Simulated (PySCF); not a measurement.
# LaF₃: relaxation and vibrations of the singlet

Aim: relax LaF₃ as a singlet from a trigonal planar start, check by its vibrations whether the end is a minimum, and collect its spectrum and constants.

Program: PySCF 2.14.0. Level of theory: B3LYP, basis La def2-TZVP with ECP46, F def2-TZVP, scalar-relativistic core potentials, no spin–orbit coupling, density fitting. These are calculated values, not measurements.

### 1 The starting structure

4 atoms, charge 0, spin multiplicity 1.

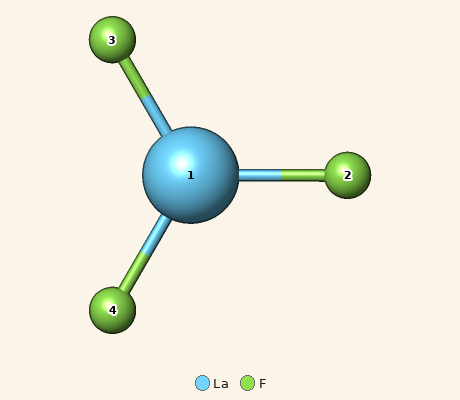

The starting geometry (lanthanum blue, fluorine green); atoms are numbered from 1 in the order of the file.

```xyz
4
charge 0 multiplicity 1
La    0.0000    0.0000    0.0000
F     2.4400    0.0000    0.0000
F    -1.2200    2.1131    0.0000
F    -1.2200   -2.1131    0.0000
```

### 2 Finding the electronic state

One driver script runs all steps and calls PySCF; scf.py shows how it sets up the SCF of each step. The optimiser is the driver's own. After this first run the driver tries any further starts and a stability analysis.

Input file scf.py:

```python
from pyscf import gto, scf, dft
mol = gto.M(atom='''
La     0.000000     0.000000     0.000000
F      2.440000     0.000000     0.000000
F     -1.220000     2.113100     0.000000
F     -1.220000    -2.113100     0.000000''',
    basis={'La': 'def2-TZVP', 'F': 'def2-TZVP'},
    ecp={'La': 'def2-TZVP'},
    charge=0, spin=0)
mf = dft.RKS(mol, xc='B3LYP')
mf.grids.atom_grid = (50, 194)
mf.grids.prune = None
aux = {'La': 'def2-universal-JKFIT', 'F': 'def2-universal-JKFIT'}
mf = mf.density_fit(auxbasis=aux)
mf.conv_tol = 1e-08
mf.diis_space = 10
mf.max_cycle = 60
mf.verbose = 4
# dm0: spherical densities of the free atoms in this basis, scaled to the electron count
mf.diis, mf.max_cycle = scf.ADIIS(), 15
mf.kernel(dm0)
mf.diis, mf.max_cycle = True, 60
mf.kernel(mf.make_rdm1())
```

Run with:

```sh
$ OMP_NUM_THREADS=4 python axn.py task.json out
```

What it wrote, shortened:

```text
[... the frontier levels of the middle cycles are left out ...]
init E= -330.862753379486
  HOMO = -0.502952311740612  LUMO = -0.11497637884967  gap/eV = 10.55736
cycle= 1 E= -331.115639854151  delta_E= -0.253  |g|= 1.33  |ddm|= 2.17
  HOMO = -0.14328275019763  LUMO = -0.136594140963605  gap/eV = 0.18201
cycle= 2 E= -321.850984549656  delta_E= 9.26  |g|= 6.46  |ddm|= 4.81
  HOMO = -0.22199680061067  LUMO = -0.142166454667134  gap/eV = 2.17229
cycle= 3 E= -330.67756271322  delta_E= -8.83  |g|= 2.18  |ddm|=  3.8
cycle= 4 E= -331.451555060702  delta_E= -0.774  |g|= 0.252  |ddm|= 0.845
cycle= 5 E= -331.421239512751  delta_E= 0.0303  |g|= 0.505  |ddm|= 0.311
cycle= 6 E= -331.457678656132  delta_E= -0.0364  |g|= 0.135  |ddm|= 0.165
cycle= 7 E= -331.459955993024  delta_E= -0.00228  |g|= 0.0553  |ddm|= 0.0834
cycle= 8 E= -331.460222345412  delta_E= -0.000266  |g|= 0.038  |ddm|= 0.0457
cycle= 9 E= -331.460450595789  delta_E= -0.000228  |g|= 0.00859  |ddm|= 0.0231
cycle= 10 E= -331.460426046996  delta_E= 2.45e-05  |g|= 0.0151  |ddm|= 0.0111
cycle= 11 E= -331.460460974238  delta_E= -3.49e-05  |g|= 0.0032  |ddm|= 0.0055
cycle= 12 E= -331.460461449601  delta_E= -4.75e-07  |g|= 0.00272  |ddm|= 0.00279
cycle= 13 E= -331.460462629935  delta_E= -1.18e-06  |g|= 0.000269  |ddm|= 0.00138
cycle= 14 E= -331.460462583141  delta_E= 4.68e-08  |g|= 0.000603  |ddm|= 0.000392
cycle= 15 E= -331.460462635917  delta_E= -5.28e-08  |g|= 0.000184  |ddm|= 0.000192
SCF not converged.
init E= -331.460462635917
cycle= 1 E= -331.460462613728  delta_E= 2.22e-08  |g|= 0.000415  |ddm|= 0.000272
cycle= 2 E= -331.460462499859  delta_E= 1.14e-07  |g|= 0.000938  |ddm|= 0.000622
cycle= 3 E= -331.460462641294  delta_E= -1.41e-07  |g|= 2.35e-06  |ddm|= 0.000432
cycle= 4 E= -331.460462641295  delta_E= -3.98e-13  |g|= 5.67e-07  |ddm|= 1.31e-06
  HOMO = -0.347658775812353  LUMO = -0.132923453223581  gap/eV = 5.84325
Extra cycle  E= -331.460462641295  delta_E= 1.14e-13  |g|= 1.21e-06  |ddm|= 9.47e-07
converged SCF energy = -331.460462641295
```

This step, with its further starts and checks, needed 17 s of wall time on 4 threads of Arm Neoverse V1, shared host.

The starts that the driver tried:

```csv
start,energy (Eh)
the minimal-basis guess,-331.460463
a thermally smeared density,-331.460463
a smeared PBE density,-331.460463
```

The test of internal stability and the other starts found no lower closed-shell solution.

### 3 Relaxing the singlet from the trigonal planar start

The program finds D3h symmetry in the start, which this walk keeps.

scf.py, as its differences from that of step 2:

```diff
@@ -4,3 +4,3 @@
-F      2.440000     0.000000     0.000000
-F     -1.220000     2.113100     0.000000
-F     -1.220000    -2.113100     0.000000''',
+F      2.439999     0.000000     0.000000
+F     -1.219999     2.113101     0.000000
+F     -1.219999    -2.113101     0.000000''',
@@ -19,5 +19 @@
-# dm0: spherical densities of the free atoms in this basis, scaled to the electron count
-mf.diis, mf.max_cycle = scf.ADIIS(), 15
-mf.kernel(dm0)
-mf.diis, mf.max_cycle = True, 60
-mf.kernel(mf.make_rdm1())
+mf.kernel()
```

Energy and gradient, step by step:

```csv
step,energy (Eh),change (kJ/mol),largest symmetric gradient (Eh/bohr)
0,-331.460463,0.00,0.05699
1,-331.497246,-96.57,0.03644
2,-331.511142,-133.06,0.01316
3,-331.512301,-136.10,0.00339
4,-331.512392,-136.34,0.00025
5,-331.512392,-136.34,0.00001
```

The walk took 15 s.

Geometry (Å) and forces (eV/Å) at some steps:

```
step 0
La   0.000   0.000   0.000   0.067   0.000   0.000
F    2.440   0.000   0.000  -2.936   0.000   0.000
F   -1.220   2.113   0.000   1.434  -2.553   0.000
F   -1.220  -2.113   0.000   1.434   2.553   0.000
step 1
La   0.000   0.000   0.000   0.059   0.000   0.000
F    2.304   0.000   0.000  -1.871   0.000   0.000
F   -1.152   1.995   0.000   0.906  -1.642   0.000
F   -1.152  -1.995   0.000   0.906   1.642   0.000
step 3
La   0.000   0.000   0.000   0.071   0.000   0.000
F    2.180   0.000   0.000  -0.188   0.000   0.000
F   -1.090   1.888   0.000   0.059  -0.160   0.000
F   -1.090  -1.888   0.000   0.059   0.160   0.000
step 5
La   0.000   0.000   0.000   0.065   0.000   0.000
F    2.170   0.000   0.000  -0.010   0.000   0.000
F   -1.085   1.879   0.000  -0.027  -0.009   0.000
F   -1.085  -1.879   0.000  -0.027   0.009   0.000
```

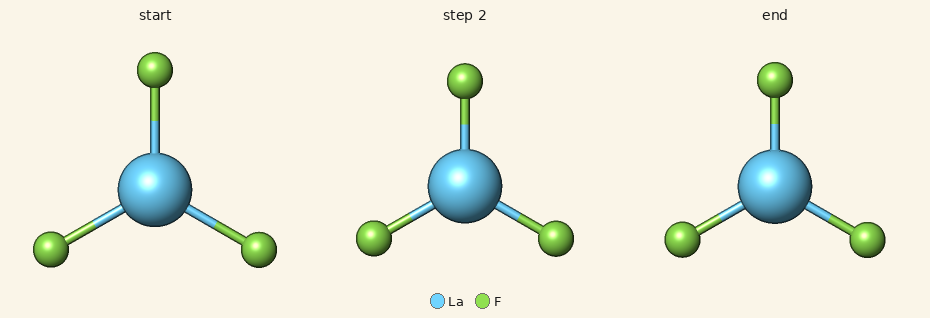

Start and end of the relaxation, with a step between.

End point (D3h, 5 steps, 136.3 kJ/mol gained): La–F 2.170 Å (×3); F–La–F 120.0° (×3).

### 4 Vibrations and properties at this point

The point is checked on the finer grid, and tightened if its gradient asks for it. The Hessian and the dipole derivatives come from central differences of analytic gradients, with steps of 0.02 bohr.

scf.py, as its differences from that of step 3:

```diff
@@ -4,3 +4,3 @@
-F      2.439999     0.000000     0.000000
-F     -1.219999     2.113101     0.000000
-F     -1.219999    -2.113101     0.000000''',
+F      2.169163     0.000000     0.000000
+F     -1.084581     1.878550     0.000000
+F     -1.084581    -1.878550     0.000000''',
@@ -11 +11 @@
-mf.grids.atom_grid = (50, 194)
+mf.grids.atom_grid = (75, 302)
@@ -15 +15 @@
-mf.conv_tol = 1e-08
+mf.conv_tol = 1e-10
```

This SCF starts from the last density.

Log of the central SCF (cycles and frontier levels):

```text
init E= -331.512274966833
  HOMO = -0.352199612023493  LUMO = -0.0958730421961391  gap/eV = 6.97500
cycle= 1 E= -331.512274966831  delta_E= 2.39e-12  |g|= 4.68e-06  |ddm|= 3.58e-06
  HOMO = -0.352200601340285  LUMO = -0.0958728107691371  gap/eV = 6.97503
Extra cycle  E= -331.51227496682  delta_E= 1.03e-11  |g|= 9.38e-06  |ddm|= 6.22e-06
converged SCF energy = -331.51227496682
```

The whole step took 35 s.

Geometry: D3h; La–F 2.169 Å (×3); F–La–F 120.0° (×3).

Modes, for the most abundant isotopes:

| symmetry | ω (cm⁻¹) | IR (km/mol) | type |
| --- | --- | --- | --- |
| a2'' | 30i | 79.2 | bend |
| e' | 128 | 35.7 | bend |
| e' | 509 | 445 | stretch |
| a1' | 514 | 0.0 | stretch |

With 1 mode imaginary (up to 30i cm⁻¹) this point is a saddle.

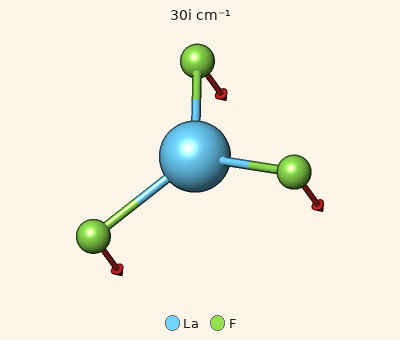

The imaginary mode, as arrows.

Properties at this point:

```yaml
Dipole_moment: 0.00 D
Highest_occupied_level: -9.58 eV
Lowest_empty_level: -2.61 eV
Rotational_constants: 0.1257, 0.1257, 0.06286 cm⁻¹
Zero-point_energy_real_modes: 10.7 kJ/mol
Principal_polarisabilities: 22.3, 37.3, 37.3 bohr³
Principal_traceless_quadrupole_moments_about_the_centre_of_mass: -11.00, -11.00, 22.00 D Å
```

Charges (e) and bond orders:

```csv
atom,Mulliken,Löwdin,polar tensor,Mayer order to La1
La1,1.64,1.22,2.57,–
"F2,3,4",-0.55,-0.41,-0.86,0.78
```

Mulliken populations on La1 (outside its core potential): s 2.06, p 6.13, d 0.99, f 0.19.

### 5 Downhill along the imaginary mode

The atoms are moved a little along the softest imaginary mode and relaxed again.

The program finds C3v symmetry in the start, which this walk keeps.

scf.py, as its differences from that of step 4:

```diff
@@ -3,4 +3,4 @@
-La     0.000000     0.000000     0.000000
-F      2.169163     0.000000     0.000000
-F     -1.084581     1.878550     0.000000
-F     -1.084581    -1.878550     0.000000''',
+La     0.000000    -0.000000     0.102578
+F      2.169163     0.000000    -0.250000
+F     -1.084581     1.878550    -0.250000
+F     -1.084581    -1.878550    -0.250000''',
@@ -11 +11 @@
-mf.grids.atom_grid = (75, 302)
+mf.grids.atom_grid = (50, 194)
@@ -15 +15 @@
-mf.conv_tol = 1e-10
+mf.conv_tol = 1e-08
```

Steps of the walk:

```csv
step,energy (Eh),change (kJ/mol),largest symmetric gradient (Eh/bohr)
0,-331.511544,0.00,0.01183
1,-331.512685,-3.00,0.00356
2,-331.512862,-3.46,0.00104
3,-331.512929,-3.64,0.00088
4,-331.512975,-3.76,0.00139
5,-331.512985,-3.78,0.00025
6,-331.512990,-3.80,0.00003
```

The walk took 17 s.

Positions (Å) and forces (eV/Å) along the way:

```
step 0
La   0.000   0.000   0.103  -0.048   0.000  -0.275
F    2.169   0.000  -0.250  -0.559   0.000   0.100
F   -1.085   1.879  -0.250   0.303  -0.555   0.088
F   -1.085  -1.879  -0.250   0.303   0.555   0.088
step 1
La   0.000   0.000   0.106  -0.016   0.000  -0.045
F    2.143   0.000  -0.251  -0.150   0.000   0.027
F   -1.072   1.856  -0.251   0.083  -0.182   0.009
F   -1.072  -1.856  -0.251   0.083   0.182   0.009
step 3
La   0.000   0.000   0.163  -0.011   0.000   0.045
F    2.117   0.000  -0.270   0.036   0.000  -0.012
F   -1.058   1.833  -0.270  -0.013   0.002  -0.017
F   -1.058  -1.833  -0.270  -0.013  -0.002  -0.017
step 6
La   0.000   0.000   0.215   0.002   0.000   0.002
F    2.101   0.000  -0.288   0.001   0.000  -0.010
F   -1.050   1.819  -0.288  -0.001  -0.004   0.004
F   -1.050  -1.819  -0.288  -0.001   0.004   0.004
```

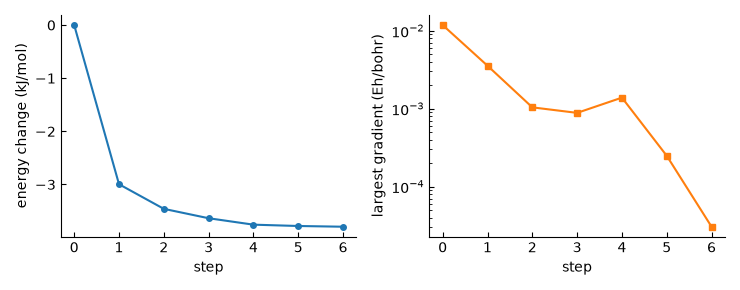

Energy and largest gradient along the walk.

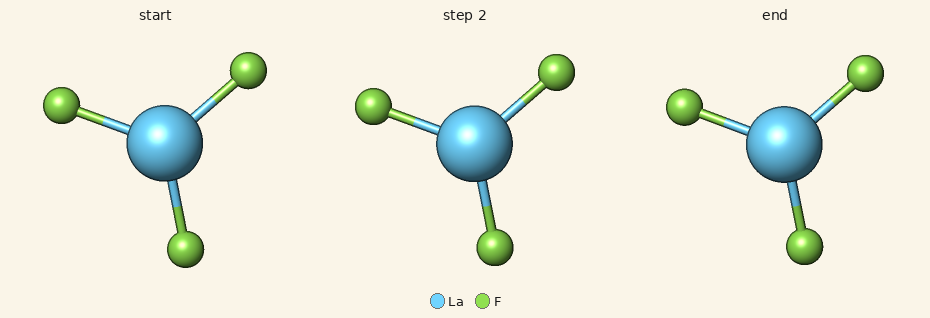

The geometry along the walk, at one scale.

End point (C3v, 6 steps, 3.8 kJ/mol gained): La–F 2.160 Å (×3); F–La–F 114.8° (×3).

### 6 Frequencies

The same treatment as at the point before.

scf.py, as its differences from that of step 5:

```diff
@@ -3,4 +3,4 @@
-La     0.000000    -0.000000     0.102578
-F      2.169163     0.000000    -0.250000
-F     -1.084581     1.878550    -0.250000
-F     -1.084581    -1.878550    -0.250000''',
+La     0.000000     0.000000     0.123305
+F      2.109229     0.000000    -0.348969
+F     -1.054614     1.826646    -0.348969
+F     -1.054614    -1.826646    -0.348969''',
@@ -11 +11 @@
-mf.grids.atom_grid = (50, 194)
+mf.grids.atom_grid = (75, 302)
@@ -15 +15 @@
-mf.conv_tol = 1e-08
+mf.conv_tol = 1e-10
```

SCF at the final geometry:

```text
init E= -331.512995482152
  HOMO = -0.3538863496288  LUMO = -0.0942203264699017  gap/eV = 7.06587
cycle= 1 E= -331.51299548215  delta_E= 2.1e-12  |g|= 4.21e-06  |ddm|= 3.15e-06
  HOMO = -0.353885442856199  LUMO = -0.0942205385368737  gap/eV = 7.06584
Extra cycle  E= -331.512995482142  delta_E= 8.13e-12  |g|= 8.47e-06  |ddm|= 5.65e-06
converged SCF energy = -331.512995482142
```

The whole step needed 43 s of wall time on 4 threads of Arm Neoverse V1, shared host.

Geometry: C3v; La–F 2.161 Å (×3); F–La–F 115.4° (×3).

Modes, for the most abundant isotopes:

```tsv
symmetry	ω (cm⁻¹)	IR (km/mol)	type
a1	65	65.7	bend
e	129	32.3	bend
e	511	422	stretch
a1	523	16.1	stretch
```

No imaginary mode, so this is a minimum.

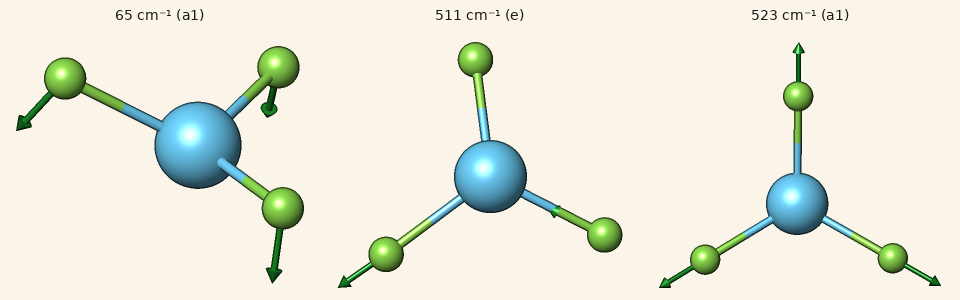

How the atoms move in 3 of the modes.

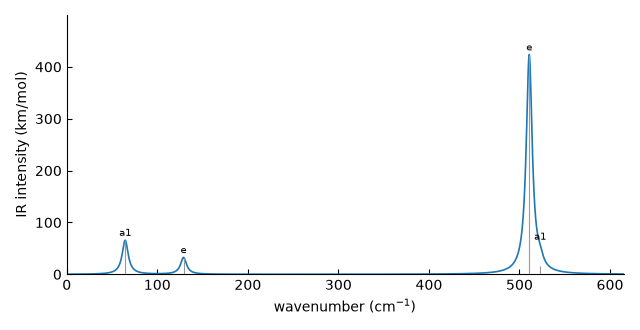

The harmonic infrared spectrum (widths in cm⁻¹). Lines are broadened to a width of 8 cm⁻¹ (Lorentzian).

Properties at this point:

```yaml
Dipole_moment: 4.04 D
Highest_occupied_level: -9.63 eV
Lowest_empty_level: -2.56 eV
Rotational_constants: 0.1241, 0.1241, 0.06648 cm⁻¹
Zero-point_energy: 11.2 kJ/mol
Principal_polarisabilities: 23.5, 37.1, 37.1 bohr³
Principal_traceless_quadrupole_moments_about_the_centre_of_mass: -9.84, -9.84, 19.69 D Å
Entropy_at_298.15_K_and_1_bar: 328.6 J/(mol K)
Heat_capacity_Cp_at_298.15_K: 72.9 J/(mol K)
Enthalpy_at_298.15_K_above_0_K: 17.28 kJ/mol
Rotational_symmetry_number: 3
```

Charges (e) and bond orders:

```csv
atom,Mulliken,Löwdin,polar tensor,Mayer order to La1
La1,1.61,1.20,2.53,–
"F2,3,4",-0.54,-0.40,-0.84,0.79
```

Mulliken populations on La1 (outside its core potential): s 2.06, p 6.12, d 1.02, f 0.18.

### 7 Would spin polarisation lower it?

At the lowest minimum the closed shell is tested against spin polarisation, on the (50, 194) grid. It is stable.

### 8 The points found, side by side

| spin | group | bonds | imaginary modes (cm⁻¹) | ΔE (kJ/mol) | with zero-point energy |
| --- | --- | --- | --- | --- | --- |
| singlet | C3v | La–F 2.161 Å (×3) | none | 0.0 | 0.0 |
| singlet | D3h | La–F 2.169 Å (×3) | 30i | 1.9 | – |

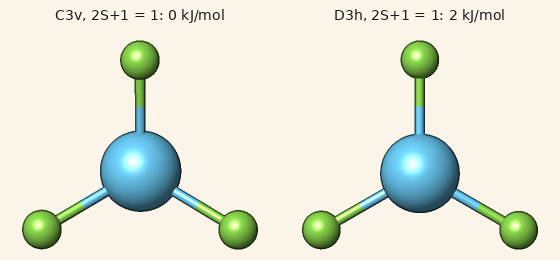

The points, lowest first (lanthanum blue, fluorine green).

### 9 Results

| quantity | value |
| --- | --- |
| minimum | singlet, C3v |
| geometry | La–F 2.161 Å (×3); F–La–F 115.4° (×3) |
| wavenumbers (cm⁻¹) | 65 (a1), 129 (e), 511 (e), 523 (a1) |
| dipole moment | 4.04 D |
| highest occupied, lowest empty level | -9.63, -2.56 eV |
| polar-tensor charge of La1 | +2.53 e |
| zero-point energy | 11.2 kJ/mol |
| entropy at 298.15 K | 328.6 J/(mol K) |

From D3h at the start the molecule goes to a C3v minimum, after a stop at a saddle point 1.9 kJ/mol higher, from which it was pushed off along an imaginary mode. The strongest infrared band lies at 511 cm⁻¹ (e, stretch). Other starts or spin states, not run here, may lie lower. Spin–orbit coupling is left out.

The search up to here took 2.2 min.
